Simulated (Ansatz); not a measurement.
Reaction (SMILES): [SiH3] (SiH3) → SiH3+ (singlet, bonded as [SiH3]) + e-
B3LYP-D3(BJ)/def2-TZVP geometries, fixed; electronic energies without zero-point terms.
Largest species:
```xyz
4

Si    -0.0021     0.0010     0.0803
H      0.0008     1.4066    -0.3921
H      1.2360    -0.7020    -0.3341
H     -1.2075    -0.7183    -0.3975
```
Charge 0, spin multiplicity 2.

Basis-set convergence of the adiabatic ionisation energy at PBE with Ansatz (a quantum-chemistry and plane-wave program). Cartesian d functions, on some or all atoms, in 6-31+G*, 6-31G**; all else is spherical. The program fits the integrals of some runs and decomposes those of others, by size. Open shells are unrestricted. No added dispersion term, no relativity. Functions are those of the species that has most. Reference: the value in pcseg-4, 8.205 eV, itself unsure by roughly 0.001 eV (its mean distance from aug-pcseg-3, aug-cc-pV(Q+d)Z, cc-pV(5+d)Z). Deviations are taken from unrounded values.

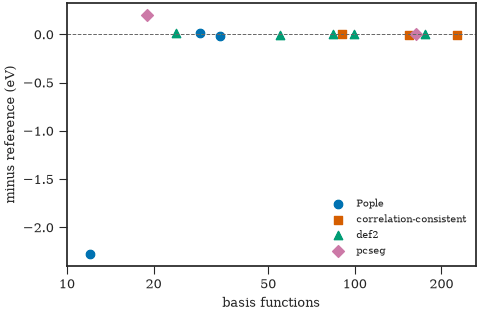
Deviation from the reference against the number of basis functions, by family of sets.

```json
[
 {"basis": "STO-3G", "functions": "12", "adiabatic ionisation energy (eV)": "5.933", "minus reference (eV)": "-2.272"},
 {"basis": "pcseg-0", "functions": "19", "adiabatic ionisation energy (eV)": "8.402", "minus reference (eV)": "0.198"},
 {"basis": "def2-SV(P)", "functions": "24", "adiabatic ionisation energy (eV)": "8.219", "minus reference (eV)": "0.015"},
 {"basis": "6-31+G*", "functions": "29", "adiabatic ionisation energy (eV)": "8.218", "minus reference (eV)": "0.014"},
 {"basis": "6-31G**", "functions": "34", "adiabatic ionisation energy (eV)": "8.184", "minus reference (eV)": "-0.021"},
 {"basis": "def2-TZVP", "functions": "55", "adiabatic ionisation energy (eV)": "8.204", "minus reference (eV)": "-0.001"},
 {"basis": "def2-TZVPP", "functions": "84", "adiabatic ionisation energy (eV)": "8.207", "minus reference (eV)": "0.003"},
 {"basis": "jun-cc-pV(T+d)Z", "functions": "90", "adiabatic ionisation energy (eV)": "8.208", "minus reference (eV)": "0.003"},
 {"basis": "def2-TZVPPD", "functions": "99", "adiabatic ionisation energy (eV)": "8.206", "minus reference (eV)": "0.001"},
 {"basis": "cc-pV(Q+d)Z", "functions": "154", "adiabatic ionisation energy (eV)": "8.204", "minus reference (eV)": "-0.001"},
 {"basis": "pcseg-3", "functions": "163", "adiabatic ionisation energy (eV)": "8.205", "minus reference (eV)": "0.001"},
 {"basis": "def2-QZVPPD", "functions": "175", "adiabatic ionisation energy (eV)": "8.206", "minus reference (eV)": "0.001"},
 {"basis": "aug-cc-pV(Q+d)Z", "functions": "227", "adiabatic ionisation energy (eV)": "8.203", "minus reference (eV)": "-0.001"}
]
```
